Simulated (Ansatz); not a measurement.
```xyz
7

B    -0.2252   -1.8769    0.5466
C    -0.6408   -0.6064   -0.1607
C     0.1670    0.4855   -0.0790
F    -1.6086   -0.6321   -1.1204
H     0.1580    1.2741   -0.8417
H     0.8831    0.5726    0.7414
H     0.3657   -2.0391    1.5768
```

The calculation used UKS PBE-D4/6-31G* in Ansatz 0.2.0.

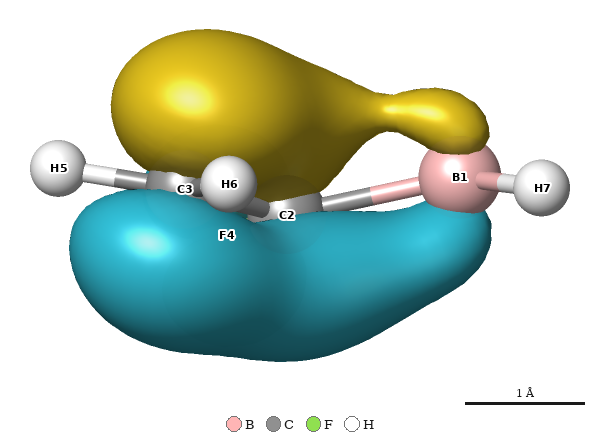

C2H3BF (doublet). One frontier orbital at ±0.15 Å⁻³ᐟ² (yellow and cyan are the two phases), seen from one side.

Question: Which orbital is it: HOMO (β) or LUMO (β)?

Answer: The HOMO (β), at −6.56 eV. Its weight (Hirshfeld) is mainly on C3 (about 35 %), C2 (about 25 %), F4 (about 20 %) and B1 (about 10 %); π-bonding across C3–C2.
